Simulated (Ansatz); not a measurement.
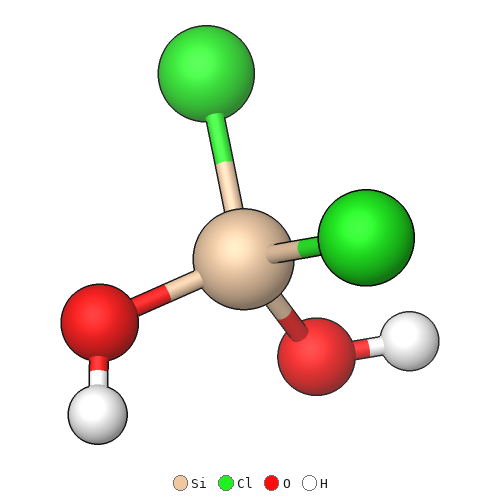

The picture shows a molecular structure as a ball-and-stick model. Every bond is drawn as one stick, whatever its order.

Computed geometry: PBE0-D4/def2-TZVP optimisation.

> Which formula does it have?

Cl₂H₂O₂Si, 7 atoms: 2 chlorine, 2 hydrogen, 2 oxygen and 1 silicon.

> What is the point group of this geometry?

C1.

> How many sets of symmetry-equivalent atoms are there?

7: 1 Si, 1 Cl, 1 Cl, 1 O, 1 O, 1 H, 1 H.

> How many bonds of each kind are drawn?

2 Cl–Si, 2 O–Si, 2 O–H. Sticks follow a distance rule.

More results for the same structure follow; atom numbers are the same in all pictures, views and colours differ.

### Vibrations

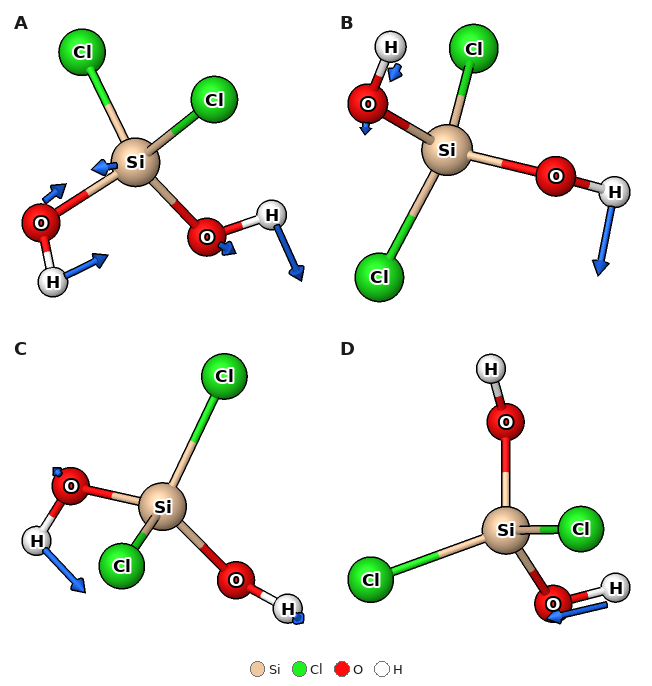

4 normal modes of one molecule or complex, as arrows. Harmonic vibrations computed with RKS PBE0-D4/def2-TZVP (Ansatz 0.2.0) at a stationary point of the same level.

> Match the panels to the wavenumbers 267 cm⁻¹, 814 cm⁻¹, 1012 cm⁻¹, 3915 cm⁻¹.

A: 1012 cm⁻¹
B: 267 cm⁻¹
C: 814 cm⁻¹
D: 3915 cm⁻¹, O–H stretching

### Electronic properties

Properties computed with RKS r2SCAN0-D4/def2-TZVPP (Ansatz 0.2.0).

> Estimate the dispersion correction.

−5.8 kJ/mol.

### Dipole moment

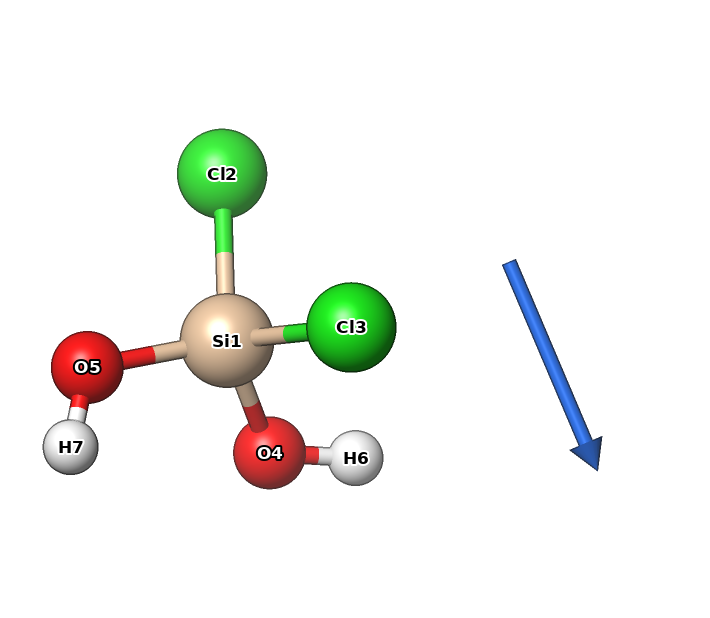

The arrow beside the molecule shows the direction of the dipole moment, from the negative to the positive end (its length means nothing). Properties computed with RKS PBE0-D4/def2-TZVP (Ansatz 0.2.0).

> Estimate the dipole moment.

2.04 D; it points from the side of Cl2 to the side of H6 (the outermost atoms at the two ends).
